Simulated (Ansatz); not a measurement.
# BF2 (SMILES F[B]F): UBCCD(T)/cc-pVTZ

What is the energy change on altering one bond length of BF2 at UBCCD(T)/cc-pVTZ? 

The calculation is run with Ansatz 0.2.0.

39 further runs of the same task are left out: 39 set aside as unsound or not needed.

### 1 The system as given

BF2 has 3 atoms, charge 0, and is taken as a doublet. SMILES: `F[B]F`. The coordinates come from a PBE0-D4/def2-TZVP relaxation.

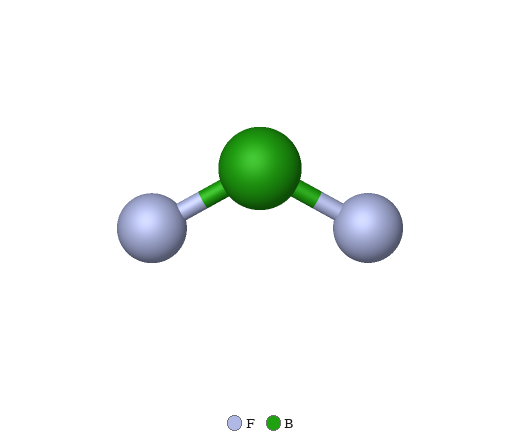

The structure, seen from a chosen angle (fluorine light blue, boron green).

### 2 The energy at UBCCD(T)/cc-pVTZ

run.yaml

```yaml
crystal:
  periodic: [false, false, false]
  atoms:
    - {symbol: F, position_ang: [0.513100, -1.044300, 0.160000]}
    - {symbol: B, position_ang: [0.279000, 0.240500, 0.181300]}
    - {symbol: F, position_ang: [-0.802900, 0.738900, -0.354600]}
basis:
  gaussian:
    orbitals: cc-pVTZ
magnetization:
  spin_polarized: true
  initial_magnetization: 1
correlation:
  method: bccd_t
  frozen_orbitals: {B: 1, F: 1}
accuracy: high
scf:
  omitted_lower_state_checks: [cluster_reference, increment]
```

Command:

```
ansatz run run.yaml --threads 1 --pin off --max-ram 3480MiB --events-out events.jsonl --progress --plain --runs-dir runs
```

Log (excerpt; [...] marks lines left out):

```text
Warning: RAYON_NUM_THREADS=1 ignored (pool sized by the plan → 1); use --threads N
Functional definition: HF
  name "HF"
[...]
1422 factors; integrals over basis functions are off by at most 2.9e-9 eV
[...]
mean field -6087.38906031 eV, -223.7074217860 hartree, gradient 1.8e-8 eV, S^2 0.752194; 0 other end points of the search recorded, 0 dependent functions left out
3 core orbitals not correlated: weight in the atoms' cores, before any rotation towards them, 1.000 or more for the frozen orbitals, at most 0.000 for the correlated occupied ones
reference -6087.38906031 eV, -223.7074217860 hartree; 9, 8 occupied and 78, 79 virtual orbitals, 1422 factors
second order -15.52572087 eV of doubles, -0.00000000 eV of singles
cycle   1  -15.20994624 eV  change    3.2e-1 eV  update   8.1e-2
[...]
cycle  20  -15.54219011 eV  change   -1.4e-9 eV  update   1.6e-9
perturbative correction -0.52098713 eV, -0.0191459239 hartree
Total energy: -6103.45223756 eV, -224.2977326617 hartree
Checks for a lower state left out: cluster_reference, increment
```

Run time: 24 s. Hardware: 1 thread of Arm Neoverse V2, shared host; peak memory 1.1 GiB.

### 3 The distorted shape

input.yaml

```yaml
crystal:
  periodic: [false, false, false]
  atoms:
    - {symbol: F, position_ang: [0.583336, -1.429774, 0.153609]}
    - {symbol: B, position_ang: [0.279000, 0.240500, 0.181300]}
    - {symbol: F, position_ang: [-0.802900, 0.738900, -0.354600]}
basis:
  gaussian: {orbitals: cc-pVTZ}
magnetization: {spin_polarized: true, initial_magnetization: 1}
correlation: {method: bccd_t, frozen_orbitals: {B: 1, F: 1}}
accuracy: high
scf: {omitted_lower_state_checks: [cluster_reference, increment]}
```

Command:

```
ansatz run input.yaml --threads 1 --pin off --max-ram 3480MiB --events-out events.jsonl --progress --plain --runs-dir runs
```

Log (excerpt; [...] marks lines left out):

```text
Warning: RAYON_NUM_THREADS=1 ignored (pool sized by the plan → 1); use --threads N
Functional definition: HF
  name "HF"
[...]
1395 factors; integrals over basis functions are off by at most 3.5e-9 eV
[...]
mean field -6085.42298160 eV, -223.6351697259 hartree, gradient 8.2e-8 eV, S^2 0.758758; 0 other end points of the search recorded, 0 dependent functions left out
3 core orbitals not correlated: weight in the atoms' cores, before any rotation towards them, 1.000 or more for the frozen orbitals, at most 0.000 for the correlated occupied ones
reference -6085.42298160 eV, -223.6351697259 hartree; 9, 8 occupied and 78, 79 virtual orbitals, 1395 factors
second order -15.84290446 eV of doubles, -0.00000000 eV of singles
cycle   1  -15.34896484 eV  change    4.9e-1 eV  update   1.0e-1
[...]
cycle  26  -15.77847361 eV  change  -2.0e-10 eV  update  9.0e-10
perturbative correction -0.61014382 eV, -0.0224223719 hartree
Total energy: -6101.81159903 eV, -224.2374403079 hartree
Checks for a lower state left out: cluster_reference, increment
```

It took 30 s on 1 thread of Arm Neoverse V2, shared host; peak memory 1.1 GiB.

### 4 Outcome

At UBCCD(T)/cc-pVTZ, 3 core orbitals frozen:

| quantity | value |
| --- | --- |
| first shape: total energy | -224.29773 Eh |
| first shape: correlation energy (3 core orbitals frozen) | -590.3 mEh |
| first shape: (T) correction | -19.15 mEh |
| first shape: ⟨S²⟩ of the reference determinant | 0.752 |
| distorted shape: total energy | -224.23744 Eh |
| distorted shape: correlation energy (3 core orbitals frozen) | -602.3 mEh |
| distorted shape: (T) correction | -22.42 mEh |
| distorted shape: ⟨S²⟩ of the reference determinant | 0.759 |
| energy change with the F1–B2 bond stretched from 1.306 to 1.698 Å | 1.641 eV |

With the F1–B2 bond stretched from 1.306 to 1.698 Å the energy rises by 1.64 eV (158 kJ/mol). The first shape isn't relaxed at this level, so the change isn't measured from a minimum. The triples (first shape) make up 3.2 % of the correlation energy. The triples (distorted shape) make up 3.7 % of the correlation energy.
